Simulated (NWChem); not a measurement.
# One shape, several levels: S2O (SMILES O=S=S)

Wanted: a comparison of 6 runs (HF/STO-3G, HF/def2-SVP, B3LYP/6-31G*, B3LYP/def2-TZVP, CCSD(T)/6-311G**) of S2O. 

The results are computed with NWChem 7.3.0.

2 further runs of the same task are left out: 2 set aside as unsound or not needed. Runs told in other sessions of the task aren't counted.

## 1. The system as given

S2O: 3 atoms, total charge 0, spin state singlet. As SMILES, `O=S=S`. The shape is that of a PBE0-D4/def2-TZVP optimisation.

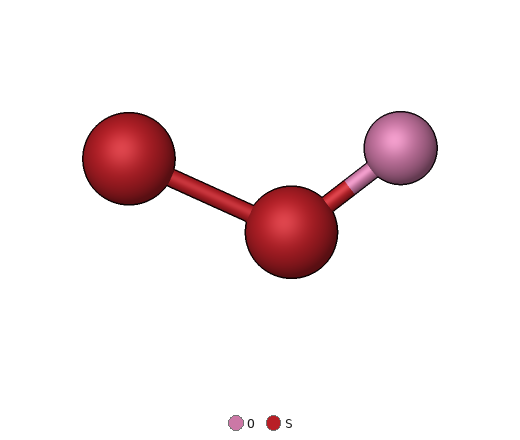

Viewed from a chosen angle; oxygen pink, sulfur red.

## 2. Energy and gradient at HF/STO-3G (run 1)

The input, work.nw:

```
start work
title "Disulfur monoxide"
memory total 2200 mb
charge 0
geometry noautosym nocenter noautoz
   O     0.451630    1.204020    0.493170
   S     0.529120   -0.205510    0.148940
   S    -0.980740   -0.998510   -0.642110
end
basis spherical bse
   O library STO-3G
   S library STO-3G
end
scf
   nopen 0
   rhf
   thresh 1e-08
   maxiter 80
   print medium
end
task scf gradient
```

Command:

```sh
$ nwchem work.nw > work.out
```

The log of the run:

```text
[...]
  functions       =    23
[...]
  wavefunction    = RHF
[...]
         Total SCF energy =   -860.002976951843
      One-electron energy =  -1479.364776052811
      Two-electron energy =    477.020064549598
 Nuclear repulsion energy =    142.341734551369
        Time for solution =      0.8s
[...]
                         RHF ENERGY GRADIENTS
    atom               coordinates                        gradient
                 x          y          z           x          y          z
   1 O       0.853457   2.275268   0.931956    0.022921  -0.156880  -0.032815
   2 S       0.999892  -0.388358   0.281456   -0.073151   0.143845   0.010040
   3 S      -1.853330  -1.886910  -1.213412    0.050230   0.013035   0.022775
[...]
```

Wall time 1.6 s (1 thread of Intel Xeon Platinum 8223CL at 3.00GHz (Skylake/Cascade Lake), shared host); peak memory 0.099 GiB.

## 3. Energy and forces at HF/def2-SVP (run 2)

The input, input.xyz:

```xyz
3
OS2
O      0.451630     1.204020     0.493170
S      0.529120    -0.205510     0.148940
S     -0.980740    -0.998510    -0.642110
```

The input, input.nw:

```
start input
title "OS2"
memory total 2200 mb
geometry units angstroms noautosym nocenter noautoz
   load input.xyz
end
basis spherical bse
   * library def2-SVP
end
scf
   thresh 1e-08
   maxiter 80
end
task scf gradient
```

Command:

```sh
$ nwchem input.nw > input.out
```

The log of the run:

```text
[...]
  functions       =    50
[...]
  wavefunction    = RHF
[...]
         Total SCF energy =   -869.525138699470
      One-electron energy =  -1484.125545488699
      Two-electron energy =    472.258672237860
 Nuclear repulsion energy =    142.341734551369
        Time for solution =      3.2s
[...]
                         RHF ENERGY GRADIENTS
    atom               coordinates                        gradient
                 x          y          z           x          y          z
   1 O       0.853457   2.275268   0.931956    0.000080   0.025115   0.006695
   2 S       0.999892  -0.388358   0.281456    0.007016  -0.020024  -0.002616
   3 S      -1.853330  -1.886910  -1.213412   -0.007096  -0.005090  -0.004079
[...]
```

It took 4.5 s on 1 thread of Intel Xeon Platinum 8223CL at 3.00GHz (Skylake/Cascade Lake), shared host; peak memory 0.1 GiB.

## 4. Energy and forces at B3LYP/6-31G(d) (Cartesian functions) (run 3)

The input, os2.nw:

```
echo
start os2
memory stack 880 mb heap 220 mb global 1100 mb

geometry units atomic noautosym nocenter noautoz
  O    0.85345701   2.27526805   0.93195623
  S    0.99989189  -0.38835762   0.28145581
  S   -1.85333000  -1.88691043  -1.21341204
end

basis cartesian
  * library 6-31G*
end

dft
  xc b3lyp
  grid xfine
  convergence energy 1e-08
  maxiter 100
  mulliken
  print low
end

task dft gradient
```

Command:

```sh
$ nwchem os2.nw > os2.out
```

The log of the run:

```text
[...]
 d= 0,ls=0.0,diis     1   -871.4380706619 -1.01D+03  4.09D-02  1.05D+00     1.2
[...]
 d= 0,ls=0.0,diis    11   -871.5532126022 -3.05D-09  1.24D-06  2.38D-09     9.6
         Total DFT energy =     -871.553212602198
      One electron energy =    -1485.296238187934
           Coulomb energy =      531.380402406498
    Exchange-Corr. energy =      -59.979101066419
 Nuclear repulsion energy =      142.341724245657
[...]
      Total Density - Mulliken Population Analysis
     ---------------------------------------------
    Atom       Charge   Shell Charges
 -----------   ------   -------------------------------------------------------
    1 O    8     8.41   1.99  0.94  2.83  0.97  1.66  0.02
    2 S   16    15.44   2.00  1.99  5.97  1.47  2.72  0.46  0.61  0.22
    3 S   16    16.15   2.00  1.99  5.97  1.46  2.98  0.54  1.20  0.01
[...]
                         DFT ENERGY GRADIENTS
    atom               coordinates                        gradient
                 x          y          z           x          y          z
   1 O       0.853457   2.275268   0.931956    0.000995  -0.038929  -0.009947
   2 S       0.999892  -0.388358   0.281456   -0.021729   0.026970  -0.001199
   3 S      -1.853330  -1.886910  -1.213412    0.020734   0.011958   0.011146
 Task  times  cpu:       11.5s     wall:       11.5s
 Total times  cpu:       11.6s     wall:       11.6s
```

It took 12 s on 1 thread of Intel Xeon Platinum 8223CL at 3.00GHz (Skylake/Cascade Lake), shared host; peak memory 0.12 GiB.

Runs 4 to 5 aren't shown in full; the table further down has their settings and results.

## 5. A single-point energy at CCSD(T)/6-311G(d,p) (run 6)

The input, run.nw:

```
start run
memory 2200 mb
charge 0
geometry noautosym nocenter noautoz
  O      0.451630     1.204020     0.493170
  S      0.529120    -0.205510     0.148940
  S     -0.980740    -0.998510    -0.642110
end
basis spherical bse
  O library 6-311G**
  S library 6-311G**
end
scf
  thresh 1e-08
  maxiter 80
end
ccsd
  freeze core 11
  maxiter 60
end
task ccsd(t) energy
```

Command:

```sh
$ nwchem run.nw > run.out
```

The log of the run:

```text
[...]
  functions       =    70
[...]
  wavefunction    = RHF
[...]
         Total SCF energy =   -869.865163787421
      One-electron energy =  -1484.477629722470
      Two-electron energy =    472.270731383679
 Nuclear repulsion energy =    142.341734551369
        Time for solution =      6.0s
[...]
 Total MP2 energy:           -870.345324502343260
[...]
             energy      energy      error      ampl     ampl      Block
                                                time     time      time
[...]
 Total CCSD energy:           -870.350717050306230
[...]
 Total CCSD+T(CCSD) energy:           -870.378910274558280
[...]
 Total CCSD(T) energy:                -870.376418347472168
[...]
```

Run time: 53 s. Hardware: 1 thread of Intel Xeon Platinum 8223CL at 3.00GHz (Skylake/Cascade Lake), shared host; peak memory 0.15 GiB.

## 6. All runs side by side

| run | level | Cartesian functions | iteration cap | energy (Eh) | dipole moment (D) of the reference | HOMO energy (eV) | LUMO energy (eV) | wall time |
| --- | --- | --- | --- | --- | --- | --- | --- | --- |
| 1 | HF/STO-3G | no | 80 | -860.002977 | 1.39 | -6.04 | 3.47 | 1.6 s |
| 2 | HF/def2-SVP | no | 80 | -869.525139 | 2.07 | -10.97 | -0.63 | 4.5 s |
| 3 | B3LYP/6-31G* (Cartesian functions) | yes | 100 | -871.553213 | – | – | – | 12 s |
| 4 | B3LYP/6-31G* (spherical functions) | no | 100 | -871.545929 | 1.47 | -7.75 | -4.05 | 12 s |
| 5 | B3LYP/def2-TZVP | no | 100 | -871.677659 | 1.54 | -7.87 | -4.09 | 32 s |
| 6 | CCSD(T)/6-311G** | no | 80 | -870.376418 | – | -11.03 | -0.88 | 53 s |

## 7. Outcome

| quantity | value |
| --- | --- |
| run 6: total energy | -870.37642 Eh |
| run 6: HOMO energy (Hartree–Fock orbitals) | -11.03 eV |
| run 6: LUMO energy (Hartree–Fock orbitals) | -0.88 eV |
| run 6: HOMO–LUMO gap (Hartree–Fock orbitals) | 10.15 eV |
| run 6: correlation energy (11 core orbitals frozen) | -511.3 mEh |
| run 6: (T) correction | -25.70 mEh |

**Reading.** Over runs 1, 2, 4, 5 the dipole moment (its size) runs from 1.39 D (HF/STO-3G) to 2.07 D (HF/def2-SVP). Over runs 1, 2, 4, 5 the HOMO–LUMO gap runs from 3.70 eV (B3LYP/6-31G*) to 10.34 eV (HF/def2-SVP). The two ends differ in method and basis. In run 1 the basis is minimal, so the values are rough. All runs together took 1.9 min, the longest 53 s.
